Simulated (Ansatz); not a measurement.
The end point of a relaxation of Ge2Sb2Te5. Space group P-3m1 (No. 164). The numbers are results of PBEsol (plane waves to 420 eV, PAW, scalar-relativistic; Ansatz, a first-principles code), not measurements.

```xyz
9
Lattice="4.2236 0.0000 0.0000 -2.1118 3.6577 0.0000 0.0000 0.0000 16.8718" Properties=species:S:1:pos:R:3 pbc="T T T"
Te     0.0000     0.0000     0.0000
Ge     2.1118     1.2192     1.6932
Ge     0.0000     2.4385    15.1786
Te     0.0000     2.4385     3.3501
Te     2.1118     1.2192    13.5216
Sb     0.0000     0.0000     5.3499
Sb     0.0000     0.0000    11.5218
Te     2.1118     1.2192     7.0711
Te     0.0000     2.4385     9.8007
```

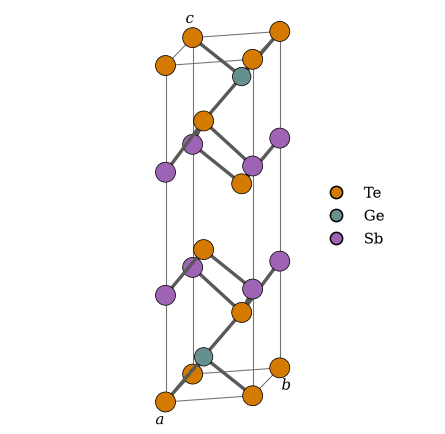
*The conventional cell of the relaxed structure*

```yaml
volume_per_atom: 28.96 Å³
density: 6.54 g/cm³
band_gap: 0.15 eV, direct at Γ (no spin-orbit coupling)
shortest_distances: Ge–Te 2.95 Å; Sb–Te 2.98 Å
k-mesh: 9×9×2
```

Band energies at high-symmetry points (eV from the VBM; labels of this space group; no spin-orbit coupling), from −5 eV up to 4.1 eV:

| point | energies |
|---|---|
| Γ | -2.85 -2.17 -2.17 -2.08 -2.08 -2.06 -1.85 -1.85 -1.70 -1.70 -1.41 -1.41 -1.13 -0.85 0.00 0.15 0.15 0.22 0.86 0.86 0.98 1.40 1.40 1.61 2.69 2.79 2.79 |
| M | -4.32 -4.14 -3.93 -3.73 -3.58 -3.29 -3.28 -3.11 -2.20 -1.80 -1.72 -1.44 -0.89 0.29 0.88 0.92 1.22 1.26 2.05 2.96 3.13 3.14 3.16 3.90 |
| K | -4.94 -4.92 -4.92 -3.51 -3.41 -3.41 -3.10 -3.10 -2.51 -0.85 -0.85 -0.74 0.58 0.58 0.86 2.69 2.69 2.72 3.42 3.42 3.76 |
| A | -3.05 -2.17 -2.17 -2.08 -2.08 -1.89 -1.89 -1.72 -1.54 -1.54 -1.54 -1.54 -1.43 -0.71 -0.18 0.36 0.36 0.51 0.51 0.52 0.75 1.64 1.64 1.68 2.69 2.69 2.71 |
| L | -4.75 -4.16 -3.88 -3.86 -3.76 -3.03 -2.80 -2.61 -2.53 -2.26 -1.99 -1.45 -0.62 0.23 0.43 1.49 1.52 1.74 1.94 2.28 2.67 2.94 2.97 |
| H | -4.68 -4.53 -4.53 -4.13 -4.13 -3.87 -2.30 -2.30 -1.87 -1.49 -1.49 -1.41 1.50 1.50 1.69 1.69 1.73 1.83 3.95 3.95 |

No spin polarisation in the result. Spin-orbit coupling is missing; with elements this heavy it can move band edges by tenths of an eV or more.

The run could not lose the symmetry of its start.

The first start was generated by placing the elements on the sites of a structure type. Materials Project lists a structure of Ge2Sb2Te5 in the same space group, P-3m1 (No. 164); the sites were not compared with it, nor with measured phases.
